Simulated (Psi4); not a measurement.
**Single-point calculation, with input and output: C2H2S**

C2H2S, SMILES C#CS, computed with HF/def2-TZVPD, RHF (Psi4 1.11).

The geometry comes from this level: PBE0-D4/def2-TZVP.

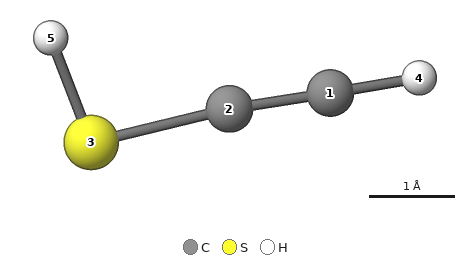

*The structure (ball-and-stick view, seen at an oblique angle; atoms are numbered from 1 in the order of the input).*

Bond lengths as drawn: C–C 1.20 Å, C–H 1.06 Å, C–S 1.68 Å and H–S 1.35 Å.

**Results in brief**

```tsv
quantity	value
outcome	converged
total energy	−472.163317 hartree
basis functions	138
HOMO	−9.44 eV
LUMO	1.38 eV
dipole moment	0.82 D
hardware	1 thread of Intel Xeon (Sapphire Rapids), 128 GiB of memory available, shared host
wall time	3.3 s
peak memory	0.22 GiB
```

**Remarks**

These settings are looser than, or depart from, a standard set-up, so the numbers are not reference values for this system. The record of the run, not the program, notes: Coulomb fitting set used for exchange.

**Input (calc.py)**
```python
import psi4

psi4.set_memory('1600 MB')
psi4.set_num_threads(1)
psi4.core.set_output_file('psi4.out', False)

m = psi4.geometry("""
C     -2.26162423    -0.64628633     0.00359048
C      0.00132281    -0.42273173     0.04932185
S      3.17266119    -0.37340988     0.15760316
H     -4.26473392    -0.81900730    -0.04119603
H      3.44667148     2.12235141    -0.24755412
units au
symmetry c1
""")

psi4.set_options({
    'puream': True,
    'scf_type': 'df',
    'df_basis_scf': 'def2-universal-jfit',
})

E, wfn = psi4.energy("hf/def2-TZVPD", molecule=m, return_wfn=True)
print('E =', round(E, 9))
```

Command:
```bash
python calc.py
```

**Output**
```
=> Loading Basis Set <=

    Name: DEF2-TZVPD
    Role: ORBITAL
    Keyword: BASIS

         ---------------------------------------------------------
                                   SCF
                              RHF Reference
                        1 Threads,   1525 MiB Core
         ---------------------------------------------------------

  ==> Geometry <==

    Molecular point group: c1
    Full point group: C1

    Geometry (in Bohr), charge = 0, multiplicity = 1:

       Center              X                  Y                   Z               Mass
    ------------   -----------------  -----------------  -----------------  -----------------
         C           -3.528935084159    -0.241832410104    -0.089236719700    12.000000000000
         C           -1.265988044159    -0.018277810104    -0.043505349700    12.000000000000
         S            1.905350335841     0.031044039896     0.064775960300    31.972071174400
         H           -5.532044774159    -0.414553380104    -0.134023229700     1.007825032230
         H            2.179360625841     2.526805329896    -0.340381319700     1.007825032230

  Running in c1 symmetry.

  Rotational constants: A =      9.69653  B =      0.18702  C =      0.18348 [cm^-1]
  Rotational constants: A = 290694.61948  B =   5606.58606  C =   5500.49872 [MHz]
  Nuclear repulsion =   78.999381590977592

  Charge       = 0
  Multiplicity = 1
  Electrons    = 30
  Nalpha       = 15
  Nbeta        = 15

  ==> Algorithm <==

  SCF Algorithm Type is DF.
  DIIS enabled.
  MOM disabled.
  Fractional occupation disabled.
  Guess Type is SAD.
  Energy threshold   = 1.00e-06
  Density threshold  = 1.00e-06
  Integral threshold = 1.00e-12

  ==> Primary Basis <==

  Basis Set: DEF2-TZVPD
    Blend: DEF2-TZVPD
    Number of shells: 52
    Number of basis functions: 138
    Number of Cartesian functions: 156
    Spherical Harmonics?: true
    Max angular momentum: 3

   => Loading Basis Set <=

    Name: DEF2-UNIVERSAL-JFIT
    Role: JKFIT
    Keyword: DF_BASIS_SCF

  ==> Integral Setup <==

  DFHelper Memory: AOs need 0.028 GiB; user supplied 1.118 GiB.
  SCF_SUBTYPE=INCORE selected. In-core MEM_DF algorithm will be used.
  Using in-core AOs.

  ==> MemDFJK: Density-Fitted J/K Matrices <==

    J tasked:                   Yes
    K tasked:                   Yes
    wK tasked:                   No
    Memory [MiB]:              1144
    Algorithm:                 Core
    Schwarz Cutoff:           1E-12
    Mask sparsity (%):       0.8192
    Fitting Condition:        1E-10

   => Auxiliary Basis Set <=

  Basis Set: DEF2-UNIVERSAL-JFIT
    Blend: DEF2-UNIVERSAL-JFIT
    Number of shells: 57
    Number of basis functions: 171
    Number of Cartesian functions: 209
    Spherical Harmonics?: true
    Max angular momentum: 4

  Minimum eigenvalue in the overlap matrix is 1.0686289057E-06.
  Reciprocal condition number of the overlap matrix is 1.2623003593E-07.
    Using symmetric orthogonalization.

  ==> Pre-Iterations <==

  SCF Guess: Superposition of Atomic Densities via on-the-fly atomic UHF (no occupation information).

   -------------------------
    Irrep   Nso     Nmo
   -------------------------
     A        138     138
   -------------------------
    Total     138     138
   -------------------------

  ==> Iterations <==

                           Total Energy        Delta E     RMS |[F,P]|

   @DF-RHF iter SAD:  -471.49839391784371   -4.71498e+02   0.00000e+00
   @DF-RHF iter   1:  -472.06261901273893   -5.64225e-01   2.82996e-03 DIIS/ADIIS
   @DF-RHF iter   2:  -472.13597246391919   -7.33535e-02   1.54773e-03 DIIS/ADIIS
   @DF-RHF iter   3:  -472.16099443505198   -2.50220e-02   3.09118e-04 DIIS/ADIIS
   @DF-RHF iter   4:  -472.16280825318893   -1.81382e-03   1.74056e-04 DIIS/ADIIS
   @DF-RHF iter   5:  -472.16325723432857   -4.48981e-04   4.34878e-05 DIIS
   @DF-RHF iter   6:  -472.16330968404924   -5.24497e-05   1.45982e-05 DIIS
   @DF-RHF iter   7:  -472.16331528232007   -5.59827e-06   4.52446e-06 DIIS
   @DF-RHF iter   8:  -472.16331626068074   -9.78361e-07   2.02146e-06 DIIS
   @DF-RHF iter   9:  -472.16331654452739   -2.83847e-07   8.88302e-07 DIIS
  Energy and wave function converged.

  ==> Post-Iterations <==

    Orbital Energies [Eh]
    ---------------------

    Doubly Occupied:

       1A    -92.070935     2A    -11.261712     3A    -11.241836
       4A     -8.711200     5A     -6.336748     6A     -6.305966
       7A     -6.280666     8A     -1.084546     9A     -0.978723
      10A     -0.734659    11A     -0.647803    12A     -0.541772
      13A     -0.481048    14A     -0.404101    15A     -0.346874

    Virtual:

      16A      0.050638    17A      0.070157    18A      0.075130
      19A      0.081008    20A      0.100398    21A      0.129131
      22A      0.161789    23A      0.163069    24A      0.176575
      25A      0.196361    26A      0.209848    27A      0.211242
      28A      0.218795    29A      0.246546    30A      0.277575
      31A      0.290091    32A      0.302951    33A      0.308003
      34A      0.309163    35A      0.331249    36A      0.341383
      37A      0.342296    38A      0.359183    39A      0.368111
      40A      0.390487    41A      0.396488    42A      0.408508
      43A      0.434166    44A      0.440390    45A      0.457577
      46A      0.459781    47A      0.508288    48A      0.522364
      49A      0.532985    50A      0.547193    51A      0.616925
      52A      0.634316    53A      0.647469    54A      0.666281
      55A      0.683669    56A      0.740570    57A      0.773806
      58A      0.793121    59A      0.797992    60A      0.849641
      61A      0.853554    62A      0.861966    63A      0.872766
      64A      0.961481    65A      0.976143    66A      1.000261
      67A      1.033033    68A      1.164815    69A      1.166207
      70A      1.237822    71A      1.243916    72A      1.275539
      73A      1.364230    74A      1.561602    75A      1.564957
      76A      1.581905    77A      1.704376    78A      1.766988
      79A      1.818742    80A      1.828584    81A      1.877575
      82A      1.903876    83A      1.915161    84A      1.967679
      85A      1.968616    86A      1.978242    87A      2.032409
      88A      2.103970    89A      2.111319    90A      2.136279
      91A      2.144000    92A      2.201143    93A      2.275769
      94A      2.307756    95A      2.348595    96A      2.443086
      97A      2.454907    98A      2.465327    99A      2.518321
     100A      2.690933   101A      2.810366   102A      2.817485
     103A      2.835302   104A      2.855207   105A      2.926265
     106A      2.941741   107A      3.004385   108A      3.062120
     109A      3.147016   110A      3.233931   111A      3.238455
     112A      3.259878   113A      3.278425   114A      3.318961
     115A      3.362298   116A      3.438305   117A      3.438975
     118A      3.454907   119A      3.481036   120A      3.515973
     121A      3.521932   122A      3.546915   123A      3.996441
     124A      4.022317   125A      4.098037   126A      4.237548
     127A      4.264003   128A      4.735251   129A      5.175902
     130A      5.199777   131A      5.433860   132A      5.808393
     133A      9.839499   134A      9.939870   135A     10.343161
     136A     21.161630   137A     23.686253   138A     24.457922

    Final Occupation by Irrep:
              A
    DOCC [    15 ]
    NA   [    15 ]
    NB   [    15 ]

  @DF-RHF Final Energy:  -472.16331654452739

   => Energetics <=

    Nuclear Repulsion Energy =             78.9993815909775918
    One-Electron Energy =                -807.4681197934917236
    Two-Electron Energy =                 256.3054216579867557
    Total Energy =                       -472.1633165445273903

Computation Completed

Properties will be evaluated at   0.000000,   0.000000,   0.000000 [a0]

Properties computed using the SCF density matrix

 Multipole Moments:

 ------------------------------------------------------------------------------------
     Multipole            Electronic (a.u.)      Nuclear  (a.u.)        Total (a.u.)
 ------------------------------------------------------------------------------------

 L = 1.  Multiply by 2.5417464519 to convert [e a0] to [Debye]
 Dipole X            :          1.5216008           -1.6366175           -0.1150167
 Dipole Y            :         -0.7501230            1.0482953            0.2981723
 Dipole Z            :          0.1806273           -0.2344416           -0.0538143
 Magnitude           :                                                    0.3240857

 ------------------------------------------------------------------------------------

	total time  =          1 seconds =       0.02 minutes
```

**Standard output**
```
E = -472.163316545
```

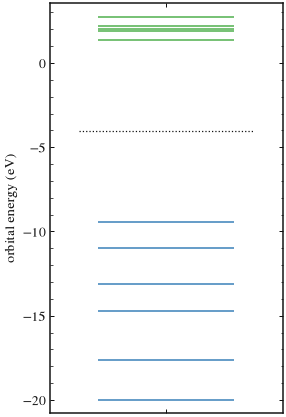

*Orbital energies near the frontier; the dotted line parts filled from empty levels, and levels within 0.02 eV of each other stand side by side.*

Highest filled −9.44 eV, lowest empty 1.38 eV, 10.82 eV apart.
